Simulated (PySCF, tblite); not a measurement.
# C₅H₇SSi₂ radical: geometry, infrared bands and EPR parameters

Wanted: the infrared bands and EPR parameters of C₅H₇SSi₂ radical (`C#C[Si](C#CC)S[SiH3]`), by calculation.

Computed with tblite 0.8.0 and PySCF 2.14.0, with density-fitted response routines of our own, on a single molecule in the gas phase. Atoms count from 0, in the outputs and in this text.

## 1. The molecule as given

15 atoms, charge 0, multiplicity 2; geometry from: force field or distance geometry start.

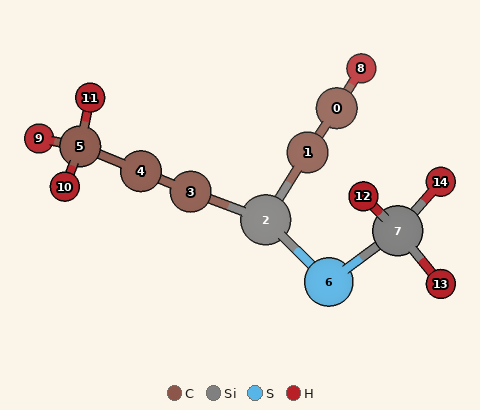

The starting geometry (carbon brown, silicon grey, sulfur blue, hydrogen red), atoms numbered.

## 2. Relaxing the molecule with GFN2-xTB

What the job is given:

```
{"job": {"kind": "relax", "xc": "GFN2-xTB", "basis": "xTB"}, "charge": 0, "multiplicity": 2}
C      0.675600     3.297800     0.352800
C      0.493400     2.354500    -0.356200
Si     0.265100     0.921300    -1.421800
C     -1.190100    -0.032800    -0.975800
C     -2.162100    -0.679400    -0.637500
C     -3.352800    -1.440600    -0.238400
S      1.993100    -0.224600    -1.770800
Si     3.126000    -0.728600    -0.046100
H      0.806400     4.155700     0.978000
H     -4.270000    -0.904200    -0.585900
H     -3.282000    -2.435100    -0.751900
H     -3.408700    -1.531000     0.857100
H      2.428100    -1.710800     0.822100
H      4.351000    -1.429700    -0.535600
H      3.522600     0.395400     0.782500
```

Started as:

```sh
> OMP_NUM_THREADS=1 python probes_run.py task.json out
```

This one command runs all jobs of the session in turn.

The program printed:

```text
step      E/eV     max force
  0    -566.65153    1.966
  1    -566.72432    2.977
  2    -566.81747    0.783
  3    -566.83924    0.335
  4    -566.84913    0.633
  5    -566.85789    0.711
  6    -566.86617    0.246
  7    -566.87371    0.220
  8    -566.87666    0.238
  9    -566.88086    0.199
 10    -566.88381    0.200
 11    -566.88697    0.166
 12    -566.88980    0.194
 13    -566.89272    0.143
 14    -566.89578    0.154
 15    -566.89936    0.193
 16    -566.90281    0.183
 17    -566.90567    0.160
 18    -566.90833    0.162
 19    -566.91139    0.192
 20    -566.91456    0.180
 21    -566.91690    0.141
 22    -566.91810    0.085
 23    -566.91883    0.076
 24    -566.91968    0.096
 25    -566.92079    0.107
 26    -566.92202    0.117
 27    -566.92307    0.085
 28    -566.92387    0.069
 29    -566.92446    0.070
 30    -566.92488    0.058
 31    -566.92525    0.060
 32    -566.92569    0.068
 33    -566.92626    0.079
 34    -566.92686    0.071
 35    -566.92732    0.059
 36    -566.92766    0.057
 37    -566.92808    0.064
 38    -566.92870    0.075
 39    -566.92939    0.073
 40    -566.92986    0.050
 41    -566.93014    0.048
 42    -566.93043    0.051
 43    -566.93090    0.080
 44    -566.93153    0.084
 45    -566.93211    0.063
 46    -566.93250    0.056
 47    -566.93283    0.057
 48    -566.93335    0.084
 49    -566.93422    0.116
 50    -566.93522    0.103
 51    -566.93592    0.058
 52    -566.93630    0.050
 53    -566.93662    0.064
 54    -566.93706    0.095
 55    -566.93769    0.105
 56    -566.93840    0.086
 57    -566.93901    0.067
 58    -566.93947    0.108
 59    -566.93981    0.048
 60    -566.94000    0.032
 61    -566.94013    0.029
 62    -566.94023    0.026
 63    -566.94036    0.038
 64    -566.94047    0.033
 65    -566.94058    0.040
 66    -566.94070    0.051
 67    -566.94082    0.045
 68    -566.94091    0.026
 69    -566.94097    0.016
 70    -566.94101    0.022
 71    -566.94108    0.042
 72    -566.94121    0.062
 73    -566.94141    0.068
 74    -566.94160    0.049
 75    -566.94170    0.022
 76    -566.94177    0.020
 77    -566.94185    0.037
 78    -566.94197    0.048
 79    -566.94210    0.037
 80    -566.94219    0.024
 81    -566.94224    0.022
 82    -566.94231    0.027
 83    -566.94239    0.033
 84    -566.94246    0.023
 85    -566.94250    0.010
 86    -566.94252    0.011
 87    -566.94253    0.017
 88    -566.94257    0.023
 89    -566.94261    0.023
 90    -566.94265    0.016
 91    -566.94268    0.014
 92    -566.94270    0.017
 93    -566.94272    0.019
 94    -566.94277    0.027
 95    -566.94286    0.032
 96    -566.94295    0.023
 97    -566.94303    0.022
 98    -566.94308    0.019
 99    -566.94313    0.024
100    -566.94322    0.034
101    -566.94333    0.045
102    -566.94344    0.049
103    -566.94355    0.044
104    -566.94369    0.034
105    -566.94384    0.035
106    -566.94396    0.030
107    -566.94402    0.075
108    -566.94408    0.043
109    -566.94414    0.037
110    -566.94426    0.030
111    -566.94456    0.028
112    -566.94477    0.028
113    -566.94490    0.015
114    -566.94495    0.014
115    -566.94497    0.011
116    -566.94499    0.009
```

Run time: 1 s. Hardware: 1 thread of Arm Neoverse V1, shared host; peak memory 0.18 GiB.

Relaxation path: (not every step is listed)

```tsv
step	energy from step 0 (eV)	largest force (eV/Å)
0	0.0000	1.9663
1	-0.0728	2.9774
2	-0.1659	0.7829
3	-0.1877	0.3353
4	-0.1976	0.6331
5	-0.2064	0.7108
6	-0.2146	0.2465
7	-0.2222	0.2196
8	-0.2251	0.2383
18	-0.2568	0.1619
28	-0.2723	0.0689
38	-0.2772	0.0755
48	-0.2818	0.0843
58	-0.2879	0.1075
68	-0.2894	0.0260
78	-0.2904	0.0477
88	-0.2910	0.0233
98	-0.2916	0.0191
108	-0.2926	0.0432
111	-0.2930	0.0278
112	-0.2932	0.0283
113	-0.2934	0.0149
114	-0.2934	0.0141
115	-0.2934	0.0112
116	-0.2935	0.0091
```

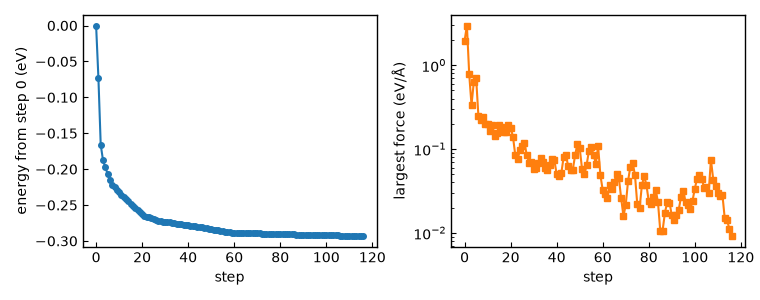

Energy and force, step by step.

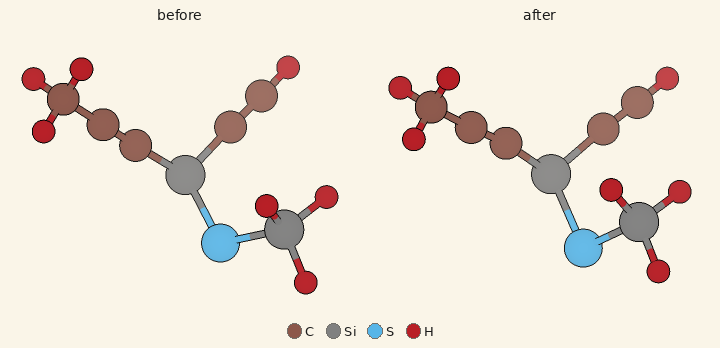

The geometry before (left) and after (right).

Distances of close pairs at the start and the end, largest changes first:

```tsv
bond	before (Å)	after (Å)	change (Å)
Si2–S6	2.103	2.181	+0.078
Si7–H13	1.494	1.452	-0.042
C1–Si2	1.800	1.834	+0.034
Si2–C3	1.796	1.828	+0.032
C5–H10	1.121	1.090	-0.032
Si7–H12	1.485	1.457	-0.028
C5–H9	1.118	1.090	-0.028
C4–C5	1.468	1.443	-0.025
```

The end geometry stands in the next job.

## 3. Harmonic vibrations with GFN2-xTB

What the job is given:

```
{"job": {"kind": "ir", "xc": "GFN2-xTB", "basis": "xTB"}, "charge": 0, "multiplicity": 2}
C      0.982058     3.366118     0.371005
C      0.667743     2.386502    -0.258514
Si     0.252836     1.029345    -1.420854
C     -1.123480    -0.008139    -0.811336
C     -2.069292    -0.727951    -0.587854
C     -3.188352    -1.578985    -0.261327
S      2.006632    -0.159555    -1.936458
Si     2.792658    -0.691197    -0.028895
H      1.247146     4.198380     0.957437
H     -4.115954    -1.120234    -0.604335
H     -3.071217    -2.546509    -0.749397
H     -3.246912    -1.731597     0.816660
H      1.755028    -1.402136     0.707168
H      3.919664    -1.537463    -0.378816
H      3.187029     0.531409     0.657947
```

The program printed:

```text
mode    cm-1     km/mol
  1     -14.7      0.01
  2      15.5      2.45
  3      48.7      0.56
  4      58.1      1.16
  5      75.4      1.40
  6      90.2      1.20
  7     118.4      1.03
  8     175.9      2.17
  9     207.6     13.87
 10     255.3     20.39
 11     270.0     22.84
 12     301.3      2.35
 13     313.8      5.25
 14     406.1     52.14
 15     516.6     71.32
 16     538.8     50.51
 17     556.3     12.46
 18     589.2    143.16
 19     630.7     23.74
 20     676.4     52.97
 21     718.7     52.44
 22     761.5    149.67
 23     776.8    378.22
 24     787.4    299.16
 25    1011.3      6.74
 26    1012.7      6.78
 27    1110.0      1.99
 28    1381.7      2.21
 29    1445.1      6.65
 30    1446.6      6.87
 31    2151.7      6.76
 32    2272.3    145.23
 33    2307.5    273.47
 34    2319.0    144.04
 35    2360.8    225.65
 36    2996.6     16.03
 37    3000.6     19.77
 38    3007.6     23.52
 39    3353.2      2.36
```

Wall time 0.69 s (1 thread of Arm Neoverse V1, shared host); peak memory 0.18 GiB.

Which atoms move in the most intense modes:

```tsv
cm⁻¹	km/mol	atoms
589	143.2	Si2 45 %, C5 16 %
762	149.7	H13 58 %, H12 20 %, H14 18 %
777	378.2	H13 33 %, H14 31 %, H12 30 %
787	299.2	H14 45 %, H12 45 %
2272	145.2	C4 54 %, C3 45 %
2308	273.5	H12 75 %, H14 21 %
2319	144.0	H14 76 %, H12 22 %
2361	225.7	H13 97 %
```

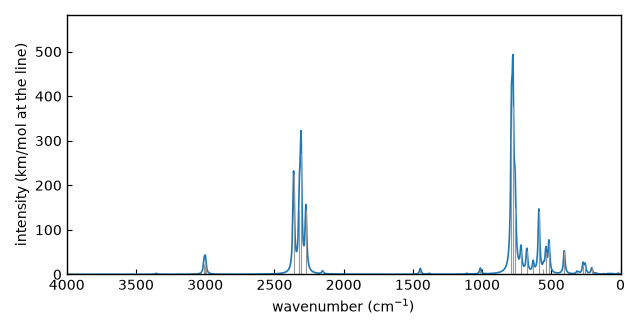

The infrared spectrum from these modes, unscaled. Lines are broadened to a width of 14 cm⁻¹ (Lorentzian).

## 4. EPR parameters: B3LYP/pcH-1

Settings changed since step 3:

```diff
@@ -1,2 +1,2 @@
-{"job": {"kind": "ir", "xc": "GFN2-xTB", "basis": "xTB"}, "charge": 0, "multiplicity": 2}
+{"job": {"kind": "epr", "basis": "pcH-1"}, "charge": 0, "multiplicity": 2}
 C      0.982058     3.366118     0.371005
```

Level: UKS B3LYP, pcH-1 on C H S Si, non-relativistic, mean-field spin-orbit, GIAO.

The program printed:

```text
UKS, coarse grid
  cycle   1  E = -1171.77136125  |g| = 4.41e-01
  cycle   2  E = -1171.74073129  |g| = 4.87e-01
  cycle   3  E = -1171.86546857  |g| = 5.13e-02
  cycle   4  E = -1171.86629889  |g| = 3.34e-02
  cycle   5  E = -1171.86677025  |g| = 1.54e-02
  cycle   6  E = -1171.86687561  |g| = 6.89e-03
  cycle   7  E = -1171.86690317  |g| = 1.96e-03
  cycle   8  E = -1171.86690425  |g| = 1.49e-03
  cycle   9  E = -1171.86690568  |g| = 4.35e-04
UKS, final grid
  cycle   1  E = -1171.86692648  |g| = 6.58e-04
  cycle   2  E = -1171.86692578  |g| = 1.39e-03
  cycle   3  E = -1171.86692677  |g| = 2.02e-04
  cycle   4  E = -1171.86692680  |g| = 8.46e-05
  cycle   5  E = -1171.86692681  |g| = 1.13e-04
  cycle   6  E = -1171.86692683  |g| = 1.89e-05
  cycle   7  E = -1171.86692683  |g| = 3.13e-06
E = -1171.86692683 Eh   <S^2> = 0.7555 (exact 0.7500)
g shifts (ppm)      1          2          3
  rmc          -163       -163       -163
  gc             18        102         78
  oz_so        -208        441       3581
  total        -354        379       3495
hyperfine (MHz)  atom isotope    a_iso     a_fc   dipolar eigenvalues
    0   13C      15.48      15.55    -11.36    -10.25     21.61
    1   13C      34.44      34.42     -8.57     -1.37      9.94
    2  29Si    -707.08    -708.06   -144.14     71.71     72.43
    3   13C      39.80      39.77     -8.21     -2.12     10.33
    4   13C      15.56      15.63    -11.77    -10.87     22.63
    5   13C      -4.79      -4.78     -0.51      0.08      0.43
    6   33S      43.14      43.08     -4.92     -4.18      9.11
    7  29Si     -23.99     -24.04     -7.48      3.38      4.10
    8    1H     -10.34     -10.34     -5.83     -0.89      6.72
    9    1H      15.38      15.38     -1.16     -0.76      1.93
   10    1H       1.34       1.34     -1.01     -0.94      1.95
   11    1H      18.10      18.10     -1.17     -0.95      2.12
   12    1H      -1.61      -1.61     -1.27     -0.46      1.73
   13    1H      19.59      19.59     -1.10     -0.19      1.28
   14    1H      -1.06      -1.06     -1.34     -0.32      1.65
```

It took 2.3 min on 1 thread of Arm Neoverse V1, shared host; peak memory 1.1 GiB.

Principal g values 2.00197, 2.00270, 2.00581; g(iso) = 2.00349, against 2.00232 for a free electron.

Hyperfine couplings; where a row names several nuclei, a(iso) is their mean (it holds for fast rotation or exchange) and the dipolar term the largest among them:

```tsv
nuclei	isotope	a(iso) (MHz)	a(iso) (G, at g = 2.0023)	largest dipolar term (MHz)
Si2	29Si	-707.1	-252.3	-144.1
S6	33S	43.1	15.4	9.1
C3	13C	39.8	14.2	10.3
C1	13C	34.4	12.3	9.9
Si7	29Si	-24.0	-8.6	-7.5
C4	13C	15.6	5.6	22.6
C0	13C	15.5	5.5	21.6
H9, H10, H11	1H	11.6	4.1	2.1
H8	1H	-10.3	-3.7	6.7
H12, H13, H14	1H	5.6	2.0	1.7
C5	13C	-4.8	-1.7	-0.5
```

Mulliken spin populations:

C0 0.15; C1 -0.07; Si2 0.80; C3 -0.07; C4 0.14; C5 -0.01; S6 0.02; Si7 0.02; H8 -0.01; H9 0.01; H10 0.00; H11 0.01; H12 0.00; H13 0.01; H14 0.00

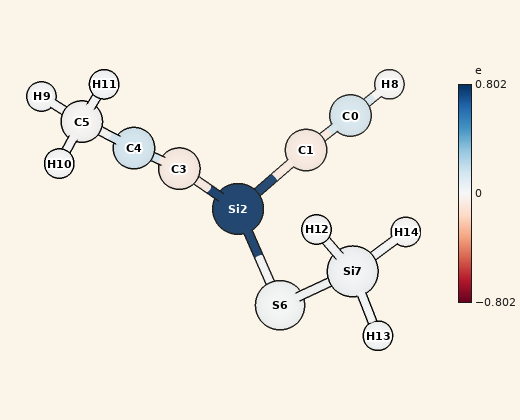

Mulliken spin populations, as colours on the atoms.

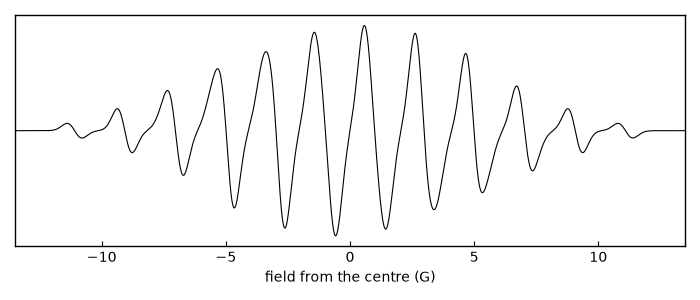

First-order isotropic spectrum (first derivative, main isotopes with spin only, couplings over 0.8 MHz, Gaussian width 0.3 G; couplings of the frozen geometry, rotation of groups not averaged beyond the rows shown).

Orbitals, density, ELF and potential are computed afterwards from the orbital file.

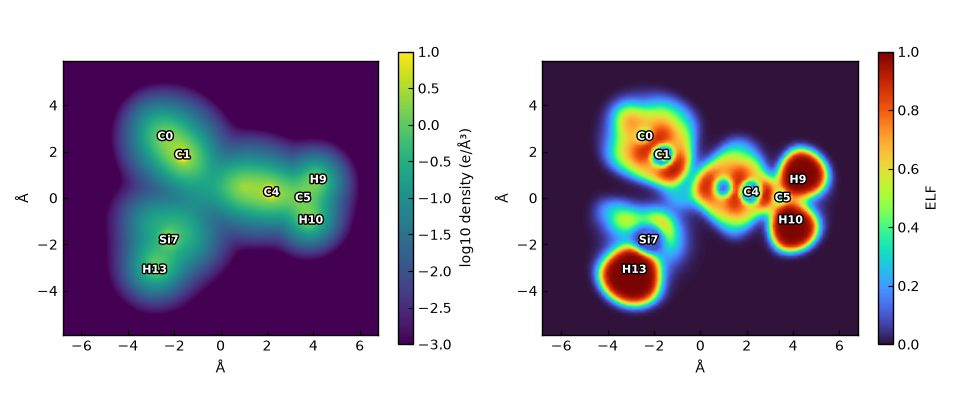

Density (left) and ELF (right) in a plane through or near 8 of the atoms.

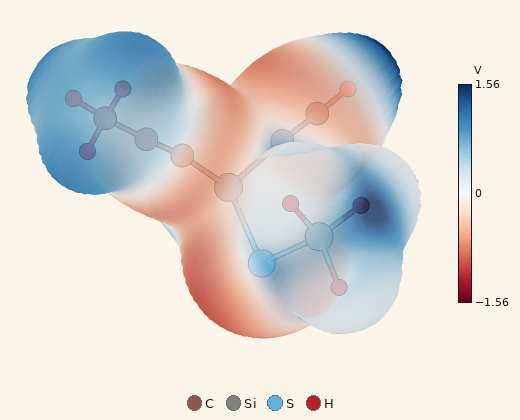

The potential that a unit positive charge feels on the 0.002 e/bohr³ surface, from -0.97 V near S6 to 1.56 V near H8.

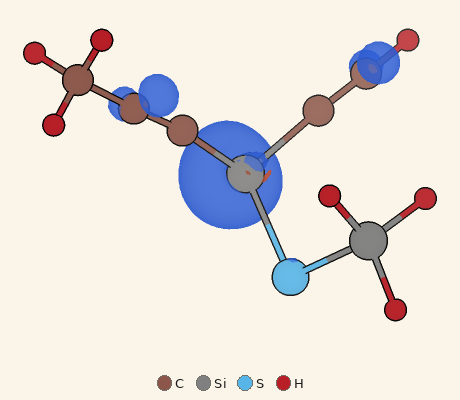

Spin density at ±0.06 e/Å³ (alpha excess blue, beta excess red).

## 5. What came out

| quantity | value |
| --- | --- |
| strongest single infrared mode (GFN2-xTB) | 777 cm⁻¹, 378 km/mol |
| zero-point energy (GFN2-xTB) | 57.3 kcal/mol |
| g(iso) (B3LYP) | 2.00349 |
| ⟨S²⟩ | 0.755 (exact 0.75) |
| largest a(iso) (averaged by class) | 29Si on Si2, -707.1 MHz |
| surface potential, least and greatest | -0.97 V and 1.56 V |

Relaxing lowered the energy by 0.293 eV in 116 steps; the close pair that moved most is Si2–S6, from 2.103 to 2.181 Å. The lowest mode is slightly imaginary (15i cm⁻¹), a soft motion within the noise of the Hessian, so the minimum is not strictly shown. The strongest single mode, at 777 cm⁻¹, has its largest shares on H13, H14 and H12 (the list is cut at 3 atoms). GFN2-xTB is a fitted tight-binding method: band positions and strengths are rough. Its intensities can rank the bands wrongly. Most of the unpaired spin sits on Si2 (0.80 e). The isotropic g lies 1.2 ppt above the free-electron value.
